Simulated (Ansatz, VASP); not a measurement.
**Sb2Pt (Geversite): VASP beside Ansatz**

Aim: how closely do two programs agree when they are given the same cell, functional and k mesh? The cell comes out of the VASP series on this material, whose earlier steps may have relaxed, scaled or displaced it; both programs get it as it stands.

Method: plane waves, with VASP 6.6.1 beside it; band structure at r2SCAN with D3(BJ), single point at r2SCAN with D3(BJ) and electric field gradients at r2SCAN with D3(BJ), in Ansatz 0.2.0.

### 1. Starting point

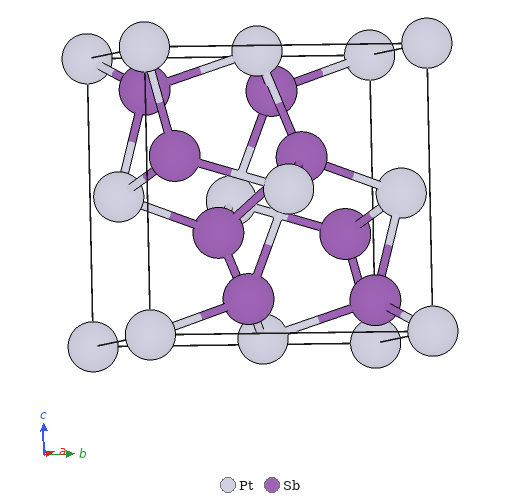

The starting structure, seen slightly off an axis (platinum light grey, antimony purple). Bonds to atoms that aren't drawn are left out. Some periodic images of atoms are drawn too.

### 2. VASP: band structure, r2SCAN with D3(BJ)

The same path points are solved in both programs, so levels can be compared one by one.

Lines of VASP's logs that name or quote its potential files are left out, and so is its time.

INCAR reads:

```
SYSTEM = Sb2Pt
PREC = Accurate
ENCUT = 400
EDIFF = 1E-06
NELM = 100
ISMEAR = 0
SIGMA = 0.05
LREAL = .FALSE.
ALGO = Normal
METAGGA = R2SCAN
IVDW = 12
VDW_S6 = 1
VDW_S8 = 0.78981345
VDW_A1 = 0.49484001
VDW_A2 = 5.73083694
LASPH = .TRUE.
NBANDS = 68
LORBIT = 11
LWAVE = .FALSE.
LCHARG = .FALSE.
KPAR = 4
```

POSCAR reads:

```
Sb2Pt
1.0
    6.4662014977      0.0000000000      0.0000000000
    0.0000000000      6.4662014977      0.0000000000
    0.0000000000      0.0000000000      6.4662014977
Pt Sb
4 8
Direct
    0.0000000000      0.5000000000      0.5000000000
    0.5000000000      0.5000000000      0.0000000000
    0.5000000000      0.0000000000      0.5000000000
    0.0000000000      0.0000000000      0.0000000000
    0.3752714340      0.1247285660      0.8752714340
    0.1247285660      0.8752714340      0.3752714340
    0.8752714340      0.3752714340      0.1247285660
    0.6247285660      0.6247285660      0.6247285660
    0.6247285660      0.8752714340      0.1247285660
    0.8752714340      0.1247285660      0.6247285660
    0.1247285660      0.6247285660      0.8752714340
    0.3752714340      0.3752714340      0.3752714340
```

KPOINTS reads:

```
Automatic mesh
0
Gamma
4 4 4
0 0 0
```

KPOINTS_OPT reads:

```
Line mode
12
Line-mode
Reciprocal
  0.00000000   0.00000000   0.00000000 GAMMA
  0.00000000   0.50000000   0.00000000 X

  0.00000000   0.50000000   0.00000000 X
  0.50000000   0.50000000   0.00000000 M

  0.50000000   0.50000000   0.00000000 M
  0.00000000   0.00000000   0.00000000 GAMMA

  0.00000000   0.00000000   0.00000000 GAMMA
  0.50000000   0.50000000   0.50000000 R

  0.50000000   0.50000000   0.50000000 R
  0.00000000   0.50000000   0.00000000 X

  0.50000000   0.50000000   0.00000000 M
  0.50000000   0.50000000   0.50000000 R
```

Potentials, in the order of the species: Pt and Sb (PBE family, release 64).

The run is started by

```sh
$ mpirun -np 4 vasp_std
```

Numbers of over 12 decimals in the logs are rounded to 6 here.

Output:

```text
[banner, memory and clock lines left out]
running    4 mpi-ranks, on    1 nodes
 distrk:  each k-point on    1 cores,    4 groups
 distr:  one band on    1 cores,    1 groups

 POSCAR found type information on POSCAR PtSb
 POSCAR found :  2 types and      12 ions
|                                                                             |
|               ----> ADVICE to this user running VASP <----                  |
|                                                                             |
|     You enforced a specific xc type in the INCAR file but a different       |
|     [... a line on the potential file left out ...]
|     I HOPE YOU KNOW WHAT YOU ARE DOING!                                     |
|                                                                             |

 LDA part: xc-table for (None), standard interpolation
 POSCAR, INCAR and KPOINTS ok, starting setup
 FFT: planning ... GRIDC
 FFT: planning ... GRID_SOFT
 FFT: planning ... GRID
 WAVECAR not read
 entering main loop
       N       E                     dE             d eps       ncg     rms          rms(c)
DAV:   1     0.114323315234E+02    0.11432E+02   -0.26729E+04  1496   0.844E+02
DAV:   2    -0.412985034563E+03   -0.42442E+03   -0.39299E+03  1736   0.186E+02
DAV:   3    -0.435674708726E+03   -0.22690E+02   -0.22171E+02  1776   0.456E+01
DAV:   4    -0.435925849759E+03   -0.25114E+00   -0.25075E+00  1696   0.537E+00
DAV:   5    -0.435929822709E+03   -0.39729E-02   -0.39728E-02  1680   0.715E-01    0.170E+01
DAV:   6    -0.418605307742E+03    0.17325E+02   -0.11105E+01  1596   0.166E+01    0.841E+00
DAV:   7    -0.418038207813E+03    0.56710E+00   -0.14650E+00  1572   0.676E+00    0.544E+00
DAV:   8    -0.418108023402E+03   -0.69816E-01   -0.25683E-01  1620   0.155E+00    0.180E+00
DAV:   9    -0.418081740562E+03    0.26283E-01   -0.92769E-02  1572   0.165E+00    0.311E-01
DAV:  10    -0.418084462453E+03   -0.27219E-02   -0.85890E-03  1660   0.306E-01    0.184E-01
DAV:  11    -0.418084739091E+03   -0.27664E-03   -0.42689E-04  1688   0.102E-01    0.109E-01
DAV:  12    -0.418084540669E+03    0.19842E-03   -0.34620E-04  1596   0.103E-01    0.186E-02
DAV:  13    -0.418084545910E+03   -0.52410E-05   -0.26711E-05  1600   0.212E-02    0.922E-03
DAV:  14    -0.418084545287E+03    0.62346E-06   -0.14043E-06  1032   0.690E-03
   1 F= -.42142470E+03 E0= -.42142237E+03  d E =-.466319E-02
 Start KPOINTS_OPT (optional k-point list driver)
k-point batch [1-11\72]
       N       E                     dE             ncg
DAV:   1     0.850946433486E+04    0.33314E+04     1496
DAV:   2     0.375223688163E+04   -0.47572E+04     1744
DAV:   3     0.351098462906E+04   -0.24125E+03     1816
DAV:   4     0.350826265990E+04   -0.27220E+01     1688
DAV:   5     0.350820915995E+04   -0.53500E-01     1692
DAV:   6     0.350820734783E+04   -0.18121E-02     1692
DAV:   7     0.350820727515E+04   -0.72673E-04     1736
DAV:   8     0.350820727220E+04   -0.29521E-05     1332
DAV:   9     0.350820727195E+04   -0.25539E-06     1060
[...]
k-point batch [67-72\72]
       N       E                     dE             ncg
DAV:   1     0.122965161561E+05   -0.49621E+04      816
DAV:   2     0.971114359419E+04   -0.25854E+04      932
DAV:   3     0.957333285900E+04   -0.13781E+03      956
DAV:   4     0.957168302677E+04   -0.16498E+01      940
DAV:   5     0.957165265685E+04   -0.30370E-01      936
DAV:   6     0.957165166246E+04   -0.99439E-03      924
DAV:   7     0.957165162318E+04   -0.39282E-04      944
DAV:   8     0.957165162159E+04   -0.15910E-05      756
DAV:   9     0.957165162146E+04   -0.12694E-06      624
```

OUTCAR, selected parts (step 2):

```text
ion  position               nearest neighbor table
   1  0.000  0.500  0.500-   6 2.68   7 2.68   8 2.68  10 2.68  11 2.68  12 2.68
   2  0.500  0.500  0.000-   5 2.68   7 2.68   8 2.68   9 2.68  11 2.68  12 2.68
   3  0.500  0.000  0.500-   5 2.68   6 2.68   8 2.68   9 2.68  10 2.68  12 2.68
   4  0.000  0.000  0.000-   5 2.68   6 2.68   7 2.68   9 2.68  10 2.68  11 2.68
   5  0.375  0.125  0.875-   2 2.68   3 2.68   4 2.68   9 2.79  10 3.62  11 3.62  12 3.62  12 3.62
                            11 3.62  10 3.62
   6  0.125  0.875  0.375-   1 2.68   3 2.68   4 2.68  10 2.79   9 3.62  11 3.62  12 3.62  11 3.62
                            12 3.62   9 3.62
   7  0.875  0.375  0.125-   1 2.68   2 2.68   4 2.68  11 2.79  10 3.62   9 3.62  12 3.62  10 3.62
                             9 3.62  12 3.62
   8  0.625  0.625  0.625-   1 2.68   2 2.68   3 2.68  12 2.79  10 3.62  11 3.62   9 3.62   9 3.62
                            10 3.62  11 3.62
   9  0.625  0.875  0.125-   2 2.68   3 2.68   4 2.68   5 2.79   6 3.62   7 3.62   8 3.62   8 3.62
                             7 3.62   6 3.62
  10  0.875  0.125  0.625-   1 2.68   3 2.68   4 2.68   6 2.79   5 3.62   7 3.62   8 3.62   7 3.62
                             8 3.62   5 3.62
  11  0.125  0.625  0.875-   1 2.68   2 2.68   4 2.68   7 2.79   6 3.62   5 3.62   8 3.62   6 3.62
                             5 3.62   8 3.62
  12  0.375  0.375  0.375-   1 2.68   2 2.68   3 2.68   8 2.79   6 3.62   7 3.62   5 3.62   5 3.62
                             6 3.62   7 3.62

  LATTYP: Found a simple cubic cell.
 ALAT       =     6.4662014977

 Subroutine GETGRP returns: Found 24 space group operations
 (whereof  6 operations were pure point group operations)

The static configuration has the point symmetry S_6 .
 The point group associated with its full space group is T_h .

 Found     11 irreducible k-points:

   k-points           NKPTS =     11   k-points in BZ     NKDIM =     11   number of bands    NBANDS=     68

   dimension x,y,z NGX =    42 NGY =   42 NGZ =   42
   dimension x,y,z NGXF=    84 NGYF=   84 NGZF=   84

   ENCUT  =  400.0 eV  29.40 Ry    5.42 a.u.  10.54 10.54 10.54*2*pi/ulx,y,z

   NELECT =      80.0000    total number of electrons

 k-points in reciprocal lattice and weights: Automatic mesh
   0.00000000  0.00000000  0.00000000       0.016
   0.25000000  0.00000000  0.00000000       0.094
   0.50000000  0.00000000  0.00000000       0.047
   0.25000000  0.25000000  0.00000000       0.188
   0.50000000  0.25000000  0.00000000       0.094
  -0.25000000  0.50000000  0.00000000       0.094
   0.50000000  0.50000000  0.00000000       0.047
   0.25000000  0.25000000  0.25000000       0.125
   0.50000000  0.25000000  0.25000000       0.188
   0.50000000  0.50000000  0.25000000       0.094
   0.50000000  0.50000000  0.50000000       0.016

 average (electrostatic) potential at core
       1 -70.9386       2 -70.9386       3 -70.9386       4 -70.9386       5 -88.8306
       6 -88.8306       7 -88.8306       8 -88.8306       9 -88.8306      10 -88.8306
      11 -88.8306      12 -88.8306

 E-fermi :   9.1195

 k-point     1 :       0.0000    0.0000    0.0000
  band No.  band energies     occupation
    ...
     39       8.5201      2.00000
     40       8.5201      2.00000
     41       9.1421      0.52367
     42       9.1421      0.52366
     43       9.1421      0.52366
     44      10.1851      0.00000
     45      12.5577      0.00000
     46      12.5577      0.00000
     47      12.5577      0.00000
     48      13.7618      0.00000
    ...

 k-point     2 :       0.2500    0.0000    0.0000
  band No.  band energies     occupation
    ...
     36       7.0550      2.00000
     37       7.4202      2.00000
     38       8.0820      2.00000
     39       8.1916      2.00000
     40       9.0993      1.43279
     41       9.4084      0.00000
     42       9.4448      0.00000
     43       9.5416      0.00000
     44      10.5017      0.00000
     45      11.9109      0.00000
    ...

 k-point     3 :       0.5000    0.0000    0.0000
  band No.  band energies     occupation
    ...
     36       7.1366      2.00000
     37       7.5488      2.00000
     38       7.5488      2.00000
     39       8.3426      2.00000
     40       8.3426      2.00000
     41       9.9645      0.00000
     42       9.9645      0.00000
     43      10.7430      0.00000
     44      10.7430      0.00000
     45      11.5064      0.00000
    ...

 Edisp (eV)   -3.34016

  Total       0.02675     0.02675     0.02675     0.00000     0.00000    -0.00000
  in kB       0.15852     0.15852     0.15852     0.00000     0.00000    -0.00000
  external pressure =        0.16 kB  Pullay stress =        0.00 kB

  energy-cutoff  :      400.00
  volume of cell :      270.36
      direct lattice vectors                 reciprocal lattice vectors
     6.466201498  0.000000000  0.000000000     0.154650300  0.000000000  0.000000000
     0.000000000  6.466201498  0.000000000     0.000000000  0.154650300  0.000000000
     0.000000000  0.000000000  6.466201498     0.000000000  0.000000000  0.154650300

 POSITION                                       TOTAL-FORCE (eV/Angst)
 -----------------------------------------------------------------------------------
      0.00000      3.23310      3.23310         0.000000      0.000000      0.000000
      3.23310      3.23310      0.00000         0.000000      0.000000      0.000000
      3.23310      0.00000      3.23310         0.000000      0.000000      0.000000
      0.00000      0.00000      0.00000         0.000000      0.000000      0.000000
      2.42658      0.80652      5.65968         0.001515     -0.001515      0.001515
      0.80652      5.65968      2.42658        -0.001515      0.001515      0.001515
      5.65968      2.42658      0.80652         0.001515      0.001515     -0.001515
      4.03962      4.03962      4.03962        -0.001515     -0.001515     -0.001515
      4.03962      5.65968      0.80652        -0.001515      0.001515     -0.001515
      5.65968      0.80652      4.03962         0.001515     -0.001515     -0.001515
      0.80652      4.03962      5.65968        -0.001515     -0.001515      0.001515
      2.42658      2.42658      2.42658         0.001515      0.001515      0.001515
 -----------------------------------------------------------------------------------
    total drift:                                0.000000     -0.000000     -0.000000

  FREE ENERGIE OF THE ION-ELECTRON SYSTEM (eV)
  ---------------------------------------------------
  free  energy   TOTEN  =      -421.4247041400 eV

  energy  without entropy=     -421.4200409546  energy(sigma->0) =     -421.42237255

 total charge
# of ion       s       p       d       tot
------------------------------------------
    1        0.692   0.707   8.054   9.453
    2        0.692   0.707   8.054   9.453
    3        0.692   0.707   8.054   9.453
    4        0.692   0.707   8.054   9.453
    5        1.127   1.227   0.064   2.419
    6        1.127   1.227   0.064   2.419
    7        1.127   1.227   0.064   2.419
    8        1.127   1.227   0.064   2.419
    9        1.127   1.227   0.064   2.419
   10        1.127   1.227   0.064   2.419
   11        1.127   1.227   0.064   2.419
   12        1.127   1.227   0.064   2.419
--------------------------------------------------
tot         11.787  12.644  32.733  57.164

[... 3 further parts left out ...]
```

The run ends at a pressure of 0.02 GPa, with forces up to 0.0026 eV/Å.

[end of part 1 of 3]

[Lines on the potential files, build, host, timing and source positions are cut from VASP's logs without a mark.]

[Logs are printed without paths, hosts, clocks, repeated set-up lines and the standing remarks that a program may print on its own settings, such as how far it seeks lower states.]

[Hosts, paths, dates, database ids (printed as entryN), source tags and the programs' standing remarks are cut or masked in the printed files.]
